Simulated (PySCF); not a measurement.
# SiC (triplet): what the fields show

```xyz
2

Si    0.0000    0.0000   -0.5172
C     0.0000    0.0000    1.2058
```

⟨S²⟩ = 2.05, above the pure value of 2.00.

All numbers below come from PBE0/cc-pVDZ(-PP), non-relativistic Hamiltonian with scalar-relativistic core potentials where named, at a bond length of 1.723 Å (PySCF 2.14.0).

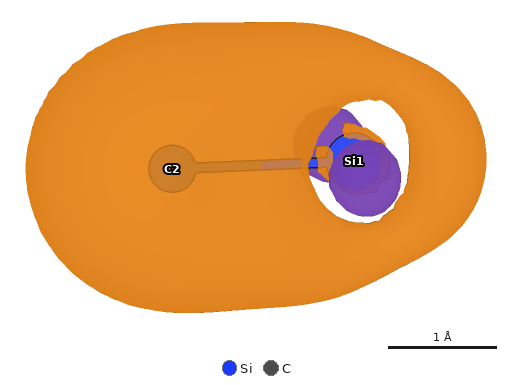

Figure 1. Isosurfaces of the spin density (α minus β) at +0.04 (orange) and −0.04 e/Å³ (purple), seen from one side.

### Where is the unpaired spin?

The unpaired spin (2 electrons) lies mostly on C2 (about 1.6) and Si1 (about 0.4), in electrons by Hirshfeld's partition.

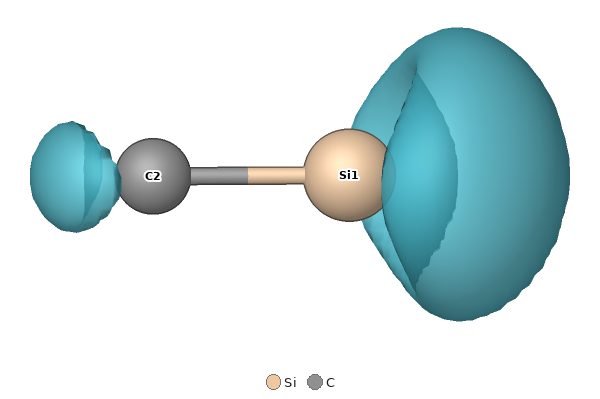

Figure 2. Isosurface of the ELF at 0.9 (cyan), seen from one side. Only the valence region is drawn (cores and ρ < 0.01 e/Å³ removed).

### Identify the bonds, lone pairs and shells in this picture.

At this value the surface marks out one lobe on C, pointing away from the bonds (non-bonding electrons) and one lobe on Si, pointing away from the bonds (non-bonding electrons).


C–Si (1.72 Å): the ELF peaks at about 0.85 between the atoms, as expected for a covalent bond.

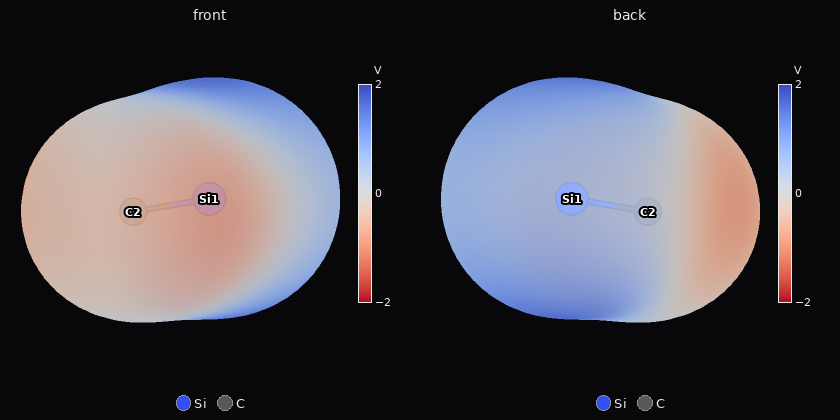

Figure 3. The molecular electrostatic potential painted on the density surface at 0.002 e/bohr³, seen from the front and from behind; the colour scale runs from red (negative) to blue (positive).

### Which sites attract a positive test charge, and which a negative one?

A positive charge is drawn to the negative regions and a negative charge to the positive ones. The most negative region (about −0.9 V) lies over C2, the most positive (about +1.6 V) over Si1.

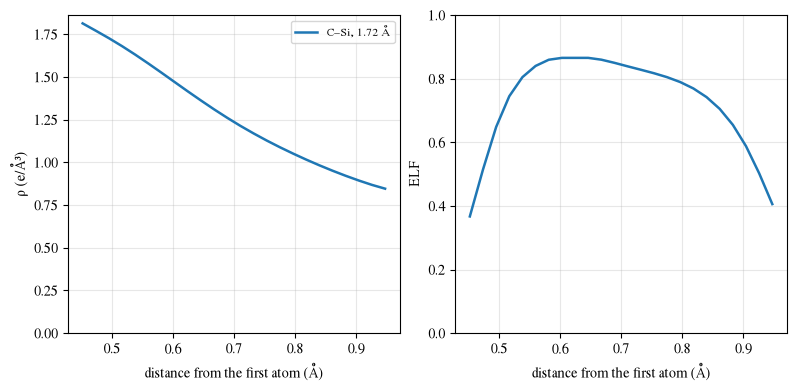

Figure 4. Electron density and ELF along straight lines between neighbouring atoms. The curves leave out the atomic cores.

### What can be read from the curves?

C–Si (1.72 Å): the density is about 0.95 e/Å³ at the midpoint; the ELF peaks at about 0.85 between the atoms, as expected for a covalent bond.
